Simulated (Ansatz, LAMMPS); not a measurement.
**Localised basis functions on liquid mixture of hexane and H2O at 300 K (232 atoms)**

Aim: test how closely localised support functions follow the reference on liquid mixture of hexane and H2O at 300 K (232 atoms), and at what cost. A setting counts as converged where the r.m.s. difference of forces stays under 1 % of the r.m.s. force.

Calculated with Ansatz 0.2.0; Kohn-Sham DFT, PBE+D4, PAW (set soft_2), plane waves.

### 1. Set-up

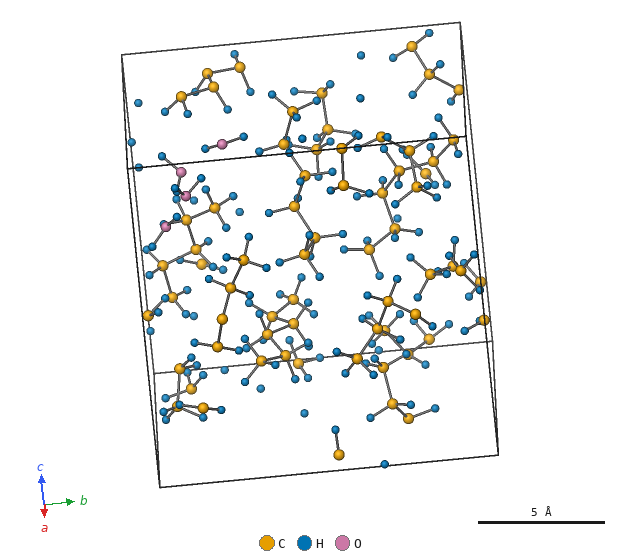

Start, viewed slightly off an axis; carbon orange, hydrogen blue, oxygen pink. Bonds to atoms that aren't drawn are left out. Some periodic images of atoms are drawn too.

The cell holds 232 atoms: 66 C, 162 H and 4 O. Cell: a = 13.582 Å, b = 13.582 Å, c = 13.582 Å, α = 90.0°, β = 90.0°, γ = 90.0°. 11 hexane, 4 H2O placed at random, at 0.676 g/cm³; overlaps pushed apart, then 10 ps at 450 K with MMFF94 bonds, angles, torsions, charges and radii (Halgren, J. Comput. Chem. 17, 490 (1996)) in harmonic and 12-6 forms; SPC/E water (Berendsen, Grigera and Straatsma, J. Phys. Chem. 91, 6269 (1987)). Snapshot after 20 ps at 300 K and fixed volume.

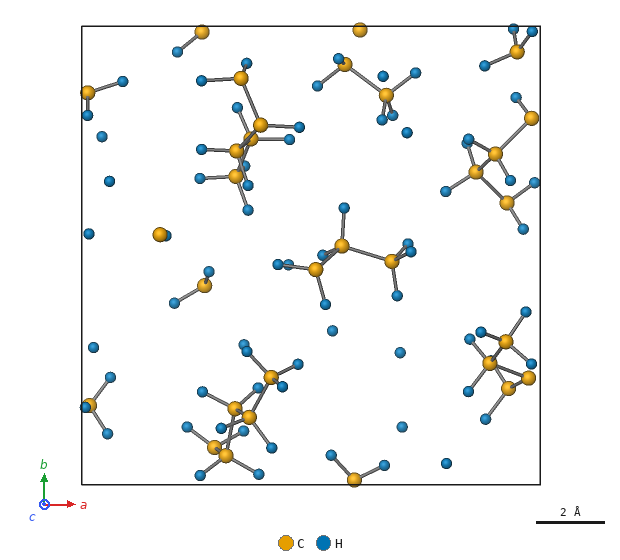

A slice 6 Å thick through the middle of the cell. Bonds to atoms that aren't drawn are left out.

Before any run, some limits are plain. The network of contacts between molecules at the start is that of the classical potential that made the cell, and needn't be the one that DFT or experiment would give. The density was typed from a rule of thumb and may lie off the real one at this temperature. The Brillouin zone is sampled at Γ only, in a cell whose shortest periodic width is 14 Å.

### 2. How the cell was made

A classical potential supplies the starting structure, since it reaches far longer times than DFT.

This step: classical MD, MMFF94 bonds, angles, torsions, charges and radii (Halgren, J. Comput. Chem. 17, 490 (1996)) in harmonic and 12-6 forms; SPC/E water (Berendsen, Grigera and Straatsma, J. Phys. Chem. 91, 6269 (1987)) (LAMMPS 22 Jul 2025 - Update 4).

in.lmp

```
# liquid mixture of hexane and H2O
units real
atom_style full
boundary p p p
bond_style harmonic
angle_style harmonic
dihedral_style opls
improper_style harmonic
special_bonds lj 0 0 0.5 coul 0 0 0.75
read_data data.lmp
neigh_modify delay 0 every 1 check yes one 4000
comm_modify cutoff 12.0
timestep 0.5
thermo_style custom step time temp pe press density
thermo_modify norm yes
# push overlapping molecules apart
pair_style soft 2.6
pair_coeff * * 0.0
variable a equal ramp(1,60)
fix ad all adapt 1 pair soft a * * v_a
velocity all create 450 264140 mom yes dist gaussian
fix lim all nve/limit 0.03
fix lan all langevin 450 450 50 264141 zero yes
thermo 1000
run 3000 post no
unfix ad
pair_style lj/cut/coul/long 9.0
pair_modify mix arithmetic tail yes
pair_coeff 1 1 0.0678 3.3680   # C
pair_coeff 2 2 0.0216 2.5400   # H
pair_coeff 3 3 0.1553 3.1660   # O
pair_coeff 4 4 0.0000 1.0000   # H
kspace_style pppm 1.0e-4
thermo 100
# [... 17 lines left out ...]
compute msd all msd com yes
thermo 5000
fix md all nvt temp 300 300 100
run 20000 post no
print "== T300: mean square displacement over the hold $(c_msd[4]:%.2f) A^2"
unfix md
uncompute msd
write_dump all custom T300.dump id type xs ys zs modify sort id
```

Started as:

```bash
lmp -in in.lmp -log none -nocite
```

Numbers of over 12 decimals in the logs are rounded to 6 here.

The log of the run:

```text
LAMMPS (22 Jul 2025 - Update 4)
Reading data file ...
  orthogonal box = (0 0 0) to (13.5822 13.5822 13.5822)
  232 atoms
  orthogonal box = (0 0 0) to (13.5822 13.5822 13.5822)
  217 bonds
  400 angles
  495 dihedrals
   Step          Time           Temp          PotEng         Press         Density
         0   0              450           -0.16715366    -2590.17        0.67599974
      1000   500            412.10673      1.1986986      10971.772      0.67599974
      2000   1000           427.64364      1.0311715      22075.781      0.67599974
      3000   1500           389.39248      1.1996819      13727.756      0.67599974
[... 29 lines left out ...]
   Step          Time           Temp          PotEng         Press         Density
[... 4 lines left out ...]
Loop time of 3.77544 s on 1 MPI rank(s) for 5000 steps with 232 atoms
   Step          Time           Temp          PotEng         Press         Density
[... 2 lines left out ...]
     25000   24000          302.90787     -0.080941518    2949.9897      0.67599974
     30000   29000          289.8952      -0.14448378    -1081.382       0.67599974
     35000   34000          291.92937     -0.031801775    6663.0855      0.67599974
     37000   36000          299.25312     -0.13417311     689.18441      0.67599974
Loop time of 16.3482 s on 1 MPI rank(s) for 20000 steps with 232 atoms
== T300: mean square displacement over the hold 33.70 A^2
```

Elapsed: 29 s, on 1 thread of Intel Xeon 6975P-C (Granite Rapids), shared host; peak memory 0.12 GiB.

The input also reads data.lmp (atoms, bonds and types; not printed here).

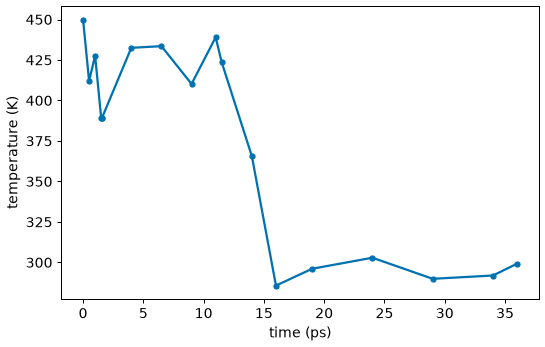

Temperature against time.

### 3. Plane-wave single point

The first run uses the default basis; a harder plane-wave run follows as the reference for the support functions.

input.yaml

```yaml
crystal:
  lattice:
    - [13.5822, 0.0, 0.0]
    - [0.0, 13.5822, 0.0]
    - [0.0, 0.0, 13.5822]
  atoms:
    - { symbol: C, position: [0.71082, 0.33027, 0.26015] }
    - { symbol: C, position: [0.62825, 0.40085, 0.24038] }
    - { symbol: C, position: [0.52872, 0.35286, 0.27616] }
    - { symbol: C, position: [0.44382, 0.43055, 0.2714] }
    - { symbol: C, position: [0.35028, 0.36904, 0.26668] }
    - { symbol: C, position: [0.26785, 0.43425, 0.28432] }
    - { symbol: H, position: [0.78305, 0.37094, 0.26946] }
    - { symbol: H, position: [0.71534, 0.27569, 0.2015] }
    - { symbol: H, position: [0.69452, 0.28791, 0.32804] }
    - { symbol: H, position: [0.63776, 0.47111, 0.2771] }
    - { symbol: H, position: [0.62505, 0.42198, 0.16324] }
    - { symbol: H, position: [0.54692, 0.33557, 0.34898] }
    - { symbol: H, position: [0.51065, 0.28697, 0.23314] }
    - { symbol: H, position: [0.45072, 0.47966, 0.33518] }
    - { symbol: H, position: [0.45306, 0.46864, 0.2003] }
    - { symbol: H, position: [0.35384, 0.30515, 0.31702] }
    - { symbol: H, position: [0.3462, 0.3353, 0.19566] }
    - { symbol: H, position: [0.26915, 0.49003, 0.23296] }
    - { symbol: H, position: [0.27742, 0.46469, 0.35365] }
    - { symbol: H, position: [0.20192, 0.39595, 0.28043] }
    - { symbol: C, position: [0.17066, 0.54537, 0.70843] }
    - { symbol: C, position: [0.06957, 0.58219, 0.731] }
    - { symbol: C, position: [0.04539, 0.57583, 0.83775] }
    - { symbol: C, position: [0.94481, 0.6263, 0.86413] }
    - { symbol: C, position: [0.93328, 0.63212, 0.9758] }
    - { symbol: C, position: [0.90165, 0.5324, 0.01339] }
    - { symbol: H, position: [0.18351, 0.54302, 0.62811] }
    - { symbol: H, position: [0.17605, 0.46437, 0.7334] }
    - { symbol: H, position: [0.22899, 0.58902, 0.7499] }
    - { symbol: H, position: [0.06033, 0.66166, 0.70651] }
    - { symbol: H, position: [0.01542, 0.54707, 0.68958] }
    - { symbol: H, position: [0.10553, 0.60351, 0.88418] }
    [... 194 atom lines left out ...]
    - { symbol: O, position: [0.89225, 0.1609, 0.85951] }
    - { symbol: H, position: [0.85179, 0.21045, 0.89596] }
    - { symbol: H, position: [0.94249, 0.13204, 0.90494] }
    - { symbol: O, position: [0.59588, 0.14925, 0.82938] }
    - { symbol: H, position: [0.5825, 0.09758, 0.88009] }
    - { symbol: H, position: [0.65706, 0.13194, 0.79226] }
kpoints:
  mp_grid: { grid: [1, 1, 1] }
hamiltonian:
  xc: pbe
  dispersion: d4
scf:
  occupations: { method: fixed }
output:
  forces: true
  stress: true
  populations: true
  dos:
    method: { smearing: { sigma: 0.08 } }
    de: 0.1
    projected: { site_lists: { C: [C], H: [H], O: [O] } }
  eigenvalues: true
  write_density: true
  write_potential: true
  volumetric_format: npy
```

Started as:

```bash
ansatz run input.yaml --threads 8 --pin off --max-ram 15872MiB --backend cpu --events-out ev --progress --plain --runs-dir out
```

The log of the run:

```text
Engine: ansatz 0.2.0, x86_64-unknown-linux-gnu
Pseudopotentials: kind: paw
Pseudopotential: C, paw, valence charge 4, recommended cutoff 420 eV (normal), C.paw.azcp
Pseudopotential: H, paw, valence charge 1, recommended cutoff 420 eV (normal), H.paw.azcp
Pseudopotential: O, paw, valence charge 6, recommended cutoff 420 eV (normal), O.paw.azcp
[... 5 lines on functional and potentials left out ...]
Crystal: 232 atoms, lattice volume = 2505.592 Å³
Basis set: ecut = 420 eV, 49029 PW (Γ), exchange–correlation on 192×192×192 points (8 copies of the dense FFT grid, shifted against one another)
Bands: 457, of which v1, the nominal top of the filled ones, is band 225 counted from 1 (224 counted from 0)
Symmetry: 1 space group operations
Space group: P1 (ITA 1), of the structure as read, at distance tolerance 1.4e-4 Å
k-points: 1
[... 7 lines on functional and potentials left out ...]
Initial density: superposition of atomic densities (neutral atoms: chi_scale 0, normalization atom), corrected by the library's trained network
Initial wavefunctions: pseudopotential atomic-orbital guess
Functional: x = pbe(κ = 0.804, μ = 0.219515), c = pbe(β = 0.066725)
SCF iter   1: F=—  HF=-21445.837879 eV  |F-HF|=—  |Δ(HF+E_count)|=         —  Δρ=3.13e-3  dr2=4.50e-1  ethr=1.77e-3  ⟨swp⟩=5.0  Hψ=1593  notcnv=0  defer=230
preconditioner: auto → Resta (q_TF=auto, 2.049 Å⁻¹)  ε∞=2.1  [insulator: Δε(μ)=4.990 eV  Ē_g=15.339 eV  n_scr=364 (ndim 8)  ℏωp=15.7 eV  f_vac=0.284  ε∞_Penn≈2.1]
SCF iter   2: F=—  HF=-21445.802239 eV  |F-HF|=—  |Δ(HF+E_count)|=   3.56e-2  Δρ=1.69e-3  dr2=1.17e-1  ethr=9.99e-5  ⟨swp⟩=2.0  Hψ=529  notcnv=0  defer=229
SCF iter   3: F=—  HF=-21445.821695 eV  |F-HF|=—  |Δ(HF+E_count)|=   1.95e-2  Δρ=6.72e-4  dr2=1.61e-2  ethr=2.59e-5  ⟨swp⟩=3.0  Hψ=463  notcnv=0  defer=230
SCF iter   4: F=—  HF=-21445.821031 eV  |F-HF|=—  |Δ(HF+E_count)|=   6.64e-4  Δρ=3.48e-4  dr2=2.81e-3  ethr=3.57e-6  ⟨swp⟩=3.0  Hψ=755  notcnv=0  defer=229
SCF iter   5: F=—  HF=-21445.820493 eV  |F-HF|=—  |Δ(HF+E_count)|=   5.38e-4  Δρ=1.26e-4  dr2=3.85e-4  ethr=6.25e-7  ⟨swp⟩=3.0  Hψ=533  notcnv=0  defer=230
SCF iter   6: F=—  HF=-21445.820377 eV  |F-HF|=—  |Δ(HF+E_count)|=   1.17e-4  Δρ=2.76e-5  dr2=2.58e-5  ethr=8.54e-8  ⟨swp⟩=3.0  Hψ=489  notcnv=0  defer=230
SCF iter   7: F=—  HF=-21445.820670 eV  |F-HF|=—  |Δ(HF+E_count)|=   2.93e-4  Δρ=1.17e-5  dr2=3.08e-6  ethr=5.74e-9  ⟨swp⟩=2.0  Hψ=456  notcnv=0  defer=229
SCF iter   8: F=—  HF=-21445.820670 eV  |F-HF|=—  |Δ(HF+E_count)|=   4.08e-7  Δρ=5.40e-6  dr2=6.33e-7  ethr=6.84e-10  ⟨swp⟩=3.0  Hψ=501  notcnv=0  defer=230
SCF iter   9: F=-21445.820670 eV  HF=-21445.820670 eV  |F-HF|=2.00e-8  |Δ(HF+E_count)|=   9.72e-9  Δρ=1.50e-6  dr2=5.87e-8  ethr=2.22e-11  ⟨swp⟩=20.0  Hψ=4620  notcnv=0
SCF 1 converged in 9 iterations: F = -21445.820670 eV  dr2 = 5.87e-8
  greatest PAW one-centre occupation: 0.865 electrons in one spin orbital (limit 2), on the O atom at site 229 (counted from 0), in its partial waves of l = 0
WARN: The input density's exchange-correlation potential varies sharply where the density is thin. Do not read a vacuum level from v_tot or v_xc, or from such a field of the output density. On a cell that repeats whose density bears no net charge and no dipole along the vacuum's axis use v_es (v_loc + v_h of the components); [...]
SCF converged after 9 iterations
Free energy (F): -21445.820670 eV
Harris-Foulkes:  -21445.820670 eV  (|F-HF|=2.00e-8)
Internal energy: -21445.820670 eV  (E = F + TS)
E sigma→0 (E₀):  -21445.820670 eV
Fermi energy:    -2.974614 eV
--- Per-component energies (eV) ---
  E_band       = -3600.711541
  E_kinetic    = 9055.734338
  E_local      = -29286.861261  (includes V_loc(G=0)·N_el)
  E_nonlocal   = 2261.291311
  E_hartree    = 10658.049822
  E_xc         = -4961.685811
  E_vxc        = -6228.745214  (∫ρ·V_xc dr)
  E_paw        = -7290.616716  (= ΣΔE_a)
  E_vpaw       = -718.019481  (= ΣTr[D̂ρ^β])
  E_aug_tail   = -0.215155  (compensation charges beyond the density's cutoff)
  E_ewald      = -1873.590095
  E_disp       = -7.927104  (pairwise vdW)
  E_smearing   = -0.000000  (= −TS)
  E_closure    = -0.000000  (closes the sum)
  Σ components = -21445.820670   (vs F -21445.820670, Δ=0.00e0)
--- Forces (eV/Å), atoms counted from 1 ---
  atom   1  C      1.13622788     0.34416452     0.51143042
  atom   2  C     -1.20141955    -0.67692551     0.06698359
  atom   3  C      0.91787247     2.68332541    -2.02185963
  atom   4  C      1.33585059    -2.47589831    -0.55243371
  atom   5  C      1.37077438    -0.27605940     0.59323681
  atom   6  C     -0.26007386    -0.90772202     0.28110633
  atom   7  H     -0.67637566    -0.74435751    -0.20197105
  atom   8  H      0.32694599    -0.04434387    -0.20279274
  atom   9  H      0.35707564     0.28942926    -0.09395741
  atom  10  H      0.05853851     0.32171880     0.58878811
  atom  11  H     -0.10632435    -0.11039193    -0.55754094
  atom  12  H     -0.17062944    -0.84872545     1.88865091
  atom  13  H      0.05424598    -0.03443849     0.03833682
  atom  14  H     -0.28939679     0.16166909    -0.16181741
[...]
atom 231  H      0.46403971     0.63312771    -1.24474547
  atom 232  H     -0.72297881    -0.52438295     0.21703049
  max |Σ_I F_I| component: 8.41e-5 eV/Å
--- Stress (GPa, compression-positive) ---
        2.116528      -0.552154      -0.399581
       -0.552154       1.383847      -0.264328
       -0.399581      -0.264328       2.647345
  P = ⅓ Tr σ = 2.0492 GPa (20.492 kbar)
--- Band table (eV) ---
  k-point 0: bands = ["-21.6649", "-21.4177", "-21.0651", "-20.6620", [... 441 levels ...], "10.1364", "10.1430", "10.1731", "10.1865", "10.2216", "10.2304", "10.2811", "10.3268", "10.3391", "10.3552", "10.3839", "10.4098"]
--- Löwdin populations: 232 sites ---
  site symbol       q [e]
     0      C      4.4353
     1      C      4.2682
     2      C      4.2755
[...]
231      H      0.6024
  spilling = 0.012816 (of n_electrons = 450.000000)
```

Wall time 13 s (8 threads of Intel Xeon 6975P-C (Granite Rapids), shared host); peak memory 3.5 GiB; 94 s of CPU time.

In the SCF lines HF is the Harris–Foulkes energy and dr2 the Hartree energy of the density residual, in eV; the loop may stop once dr2 is under the threshold and the program's other checks hold. Hψ counts applications of the Hamiltonian.

The program notes that the exchange-correlation potential is rough where the density is thin.

Numbers from this run:

```yaml
free_energy: -21445.8207 eV
free_energy_per_atom: -92.4389 eV/atom
scf_cycles: 9
pressure: 2.049 GPa
r_m_s_force_component: 0.8918 eV/Å
longest_force: 4.032 eV/Å
fermi_energy: -2.975 eV
spacing_of_highest_filled_and_lowest_empty_level: 5.197 eV
spilling_of_the_projection: 0.01282
```

The r.m.s. force component of 0.89 eV/Å sets the scale for the differences below.

### 4. Plane waves at 750 eV (750 eV)

The grid of the support functions holds more waves than the default cutoff, so they are judged against a harder plane-wave run.

input.yaml, the sections that differ from step 3:

```yaml
output:
  forces: true
  eigenvalues: true
basis:
  ecutwfc: "750 eV"
# crystal, kpoints, hamiltonian, scf: as in step 3
```

The log of the run:

```text
[...]
Crystal: 232 atoms, lattice volume = 2505.592 Å³
Basis set: ecut = 750 eV, 116681 PW (Γ), exchange–correlation on 250×250×250 points (8 copies of the dense FFT grid, shifted against one another)
Bands: 457, of which v1, the nominal top of the filled ones, is band 225 counted from 1 (224 counted from 0)
Symmetry: 1 space group operations
[...]
k-points: 1
[...]
SCF iter   1: F=—  HF=-21446.565167 eV  |F-HF|=—  |Δ(HF+E_count)|=         —  Δρ=3.36e-3  dr2=4.58e-1  ethr=1.77e-3  ⟨swp⟩=5.0  Hψ=1592  notcnv=0  defer=230
[...]
SCF iter   3: F=—  HF=-21446.546036 eV  |F-HF|=—  |Δ(HF+E_count)|=   1.87e-2  Δρ=6.44e-4  dr2=1.53e-2  ethr=2.62e-5  ⟨swp⟩=3.0  Hψ=464  notcnv=0  defer=33
automatic band count: iteration 3 solves 260 bands in place of 457: the levels show a gap, and the empty bands left out lie too high to hold charge; the band table lists the bands solved (type scf.n_extra_bands for more)
SCF iter   4: F=—  HF=-21446.545642 eV  |F-HF|=—  |Δ(HF+E_count)|=   3.94e-4  Δρ=3.45e-4  dr2=2.76e-3  ethr=3.39e-6  ⟨swp⟩=4.0  Hψ=641  notcnv=0  defer=33
[...]
SCF iter   9: F=-21446.543167 eV  HF=-21446.543167 eV  |F-HF|=3.03e-8  |Δ(HF+E_count)|=   6.16e-9  Δρ=1.67e-6  dr2=6.42e-8  ethr=2.22e-11  ⟨swp⟩=13.0  Hψ=1509  notcnv=0
SCF 1 converged in 9 iterations: F = -21446.543167 eV  dr2 = 6.42e-8
[...]
SCF converged after 9 iterations
Free energy (F): -21446.543167 eV
[...]
Internal energy: -21446.543167 eV  (E = F + TS)
E sigma→0 (E₀):  -21446.543167 eV
Fermi energy:    -2.975199 eV
[...]
Σ components = -21446.543167   (vs F -21446.543167, Δ=0.00e0)
--- Forces (eV/Å), atoms counted from 1 ---
  atom   1  C      1.14221379     0.33642731     0.51359439
  atom   2  C     -1.20176164    -0.66426799     0.06170991
  atom   3  C      0.91866176     2.67146367    -2.01718300
  atom   4  C      1.33787295    -2.46400645    -0.55317981
[...]
atom 232  H     -0.73723082    -0.52150198     0.22602803
  max |Σ_I F_I| component: 8.62e-5 eV/Å
--- Band table (eV) ---
[...]
```

Elapsed: 14 s, on 8 threads; peak memory 7 GiB; 1.8 min of CPU time.

Forces differ from the reference by 6.0 meV/Å r.m.s., 0.68 % of their size, within a tolerance of 1 %; the energy by -3.1 meV/atom.

### 5. Support functions medium

With localised support functions most steps grow linearly with size, though the diagonalisation grows faster unless the density matrix is cut; this run measures error and cost at this size. Besides, the program derives a nominal cutoff of 464 eV for this run, against the reference's 750.

This step: Kohn-Sham DFT, PBE+D4, PAW (set soft_2), localised support functions (medium) (Ansatz 0.2.0).

input.yaml, the sections that differ from step 4:

```yaml
scf:
  occupations: { method: fixed }
  eigensolver: { kind: { support_functions: { accuracy: medium } } }
  max_iter: 150
# crystal, kpoints, hamiltonian, output: as in step 4
# basis: removed
```

The log of the run:

```text
Warning: scf.eigensolver.kind.support_functions: disabling space-group detection — the functions' gradient is summed over unrotated k-points, so no spatial operation reduces the k-mesh or symmetrises the density; time reversal is kept, so that k and −k are solved as one point where they differ and the mesh holds both, and exact exchange and, on two spinor components, a DFT+U term hold to it where the run has them: [...]
Warning: basis.ecutwfc = 464 eV, auto-derived: no grid that the accuracy of the support functions lays serves the files at the lower one that their records recommend; a deck with other species or settings can derive another value
settings of this run that can trade accuracy for cost: scf.eigensolver.kind.support_functions [...]
[...]
Crystal: 232 atoms, lattice volume = 2505.592 Å³
Basis set: ecut = 464 eV, 57051 PW (Γ), exchange–correlation on 240×240×240 points (8 copies of the dense FFT grid, shifted against one another)
Bands: 270, of which v1, the nominal top of the filled ones, is band 225 counted from 1 (224 counted from 0)
Symmetry: 1 space group operations
k-points: 1
[...]
SCF iter   1: F=—  HF=-21535.333891 eV  |F-HF|=—  |Δ(HF+E_count)|=         —  Δρ=1.08e-1  dr2=3.53e2  ethr=1.00e-1
[...]
SCF iter  11: F=—  HF=-21446.615492 eV  |F-HF|=—  |Δ(HF+E_count)|=   1.03e-3  Δρ=1.01e-5  dr2=5.75e-6  ethr=8.15e-9  κ⁻¹=3.7e-6(r=7)
SCF iter  12: F=-21446.615489 eV  HF=-21446.615490 eV  |F-HF|=8.49e-7  |Δ(HF+E_count)|=   1.59e-6  Δρ=4.34e-6  dr2=1.36e-6  ethr=1.28e-9
SCF 1 converged in 12 iterations: F = -21446.624863 eV  dr2 = 1.36e-6
[...]
SCF converged after 12 iterations
Stability not checked: this state was not tested for a lower state beside it, because the mixer in use, unlike msr1, does not test its closes by its own steps (another_mixer; see scf.mixing.algorithm and scf.lower_state_search)
Free energy (F): -21446.624863 eV
[...]
Internal energy: -21446.624863 eV  (E = F + TS)
E sigma→0 (E₀):  -21446.624863 eV
Fermi energy:    -2.975345 eV
[...]
Σ components = -21446.624863   (vs F -21446.624863, Δ=0.00e0)
--- Forces (eV/Å), atoms counted from 1 ---
  atom   1  C      1.14258897     0.33611494     0.51355498
  atom   2  C     -1.20166917    -0.66360433     0.06146855
  atom   3  C      0.91852285     2.67058008    -2.01708273
  atom   4  C      1.33786619    -2.46347954    -0.55304904
[...]
atom 232  H     -0.73964502    -0.52076346     0.22742897
  max |Σ_I F_I| component: 1.85e-3 eV/Å
--- Band table (eV) ---
[...]
```

The job ended after 69 s (8 threads; peak memory 7 GiB; 8.7 min of CPU time).

The program notes that the band table was not solved further than the SCF left it and it switched symmetry off.

Keys that differ from the reference: basis.ecutwfc removed, support_functions.accuracy = "medium" and scf.max_iter = 150.

Forces differ from the reference by 0.64 meV/Å r.m.s., 0.072 % of their size, well within a tolerance of 1 %; the energy by -0.35 meV/atom. It took 4.8 times the reference's time (shared host, so rough).

(Continued in part 2 of 3.)

[Logs are printed without paths, hosts, clocks, repeated set-up lines and the standing remarks that a program may print on its own settings, such as how far it seeks lower states.]

[Hosts, paths, dates, database ids (printed as entryN), source tags and the programs' standing remarks are cut or masked in the printed files.]

[The MMFF94 radii named for the starting cell were scaled by 0.96; in molecules described by MMFF94, hydrogen bound to N, O or S took a small fixed 12-6 site in their place.]
